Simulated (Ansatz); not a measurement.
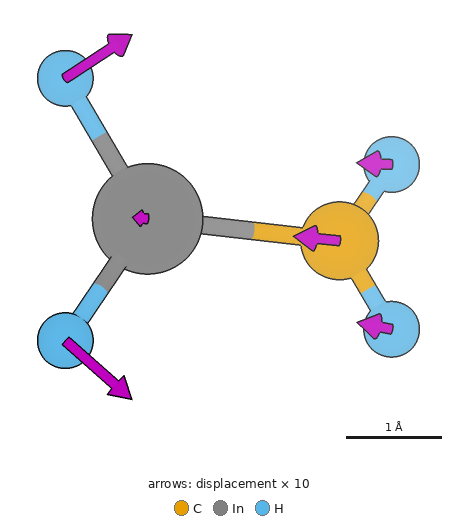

A relaxation of CH₄In (multiplicity 2). The starting structure is drawn; purple arrows show the displacements, 10 times their true length. The two geometries are superimposed by the best rigid fit.

The picture is a ball-and-stick view, seen at a tilt.

All numbers below come from UKS PBE0-D4/def2-TZVP (Ansatz). Settings: force threshold 0.005 eV/Å; at most 200 steps.

> Atoms of which element are displaced furthest, and by how much?

Hydrogen: up to 0.095 Å, against 0.052 Å for carbon.

> Describe the change and its energy.

The largest moves after the best rigid fit, 0.095 Å, are those of H atoms. By element the largest moves are H 0.095 Å, C 0.052 Å, In 0.018 Å. Near-neighbour distances that change, for instance: C–In 2.153 → 2.119 Å. Among the angles between lasting bonds that change: H–In–H 115.1° → 122.4°, C–In–H 122.5° → 118.8°. Over 4 geometry steps the energy falls by 2.74 kJ/mol. Largest force component: 0.7 eV/Å at the start, 0.00057 eV/Å at the end. Cost: 12 s on 2 threads of Arm Neoverse V2, on a shared host.
